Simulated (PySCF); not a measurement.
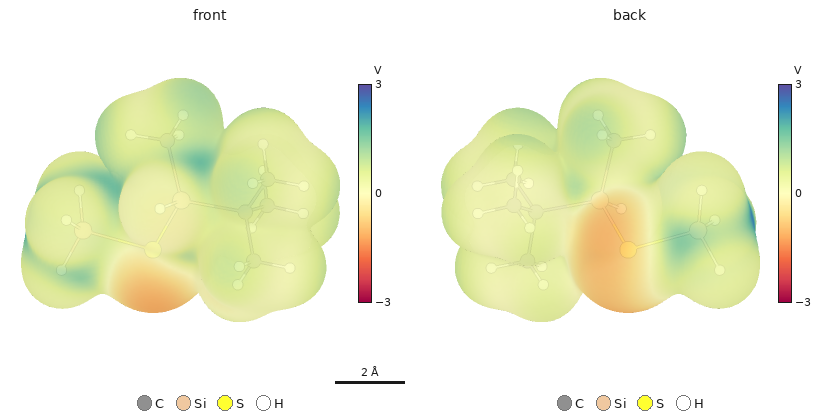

Figure 1: C₅H₁₆SSi₂. The molecular electrostatic potential painted on the density surface at 0.004 e/bohr³, seen from the front and from behind; the colour scale runs from red (negative) to blue (positive).

Geometry: GFN2-xTB.

These are results of PBE0/pcSseg-1, SCF density, gas phase, non-relativistic (PySCF 2.14.0), not measurements.

```xyz
24

C     0.8328   -1.9440    0.2884
Si    0.6015   -0.0599    0.2390
S     1.7314    0.7742   -1.4110
Si    3.7012    0.0005   -1.1128
C    -1.2209    0.4644   -0.0288
C    -2.0751   -0.0485    1.1301
C    -1.7586   -0.1073   -1.3419
C    -1.3151    1.9897   -0.0793
H     0.2230   -2.3959    1.0642
H     0.5630   -2.4018   -0.6595
H     1.8690   -2.1973    0.4925
H     1.1382    0.5412    1.4673
H     4.5305    0.8447   -1.9537
H     4.0300    0.1107    0.3035
H     3.7293   -1.3971   -1.5283
H    -3.1116    0.2622    1.0028
H    -2.0532   -1.1348    1.1818
H    -1.7169    0.3458    2.0785
H    -1.7565   -1.1955   -1.3246
H    -2.7826    0.2268   -1.5076
H    -1.1508    0.2278   -2.1796
H    -0.9670    2.4310    0.8524
H    -0.7068    2.3806   -0.8915
H    -2.3465    2.3021   -0.2406
```

Question: Describe the electrostatic potential map.

Answer: The most negative region (about −1.1 V) lies over S3, the most positive (about +2.1 V) over Si4.
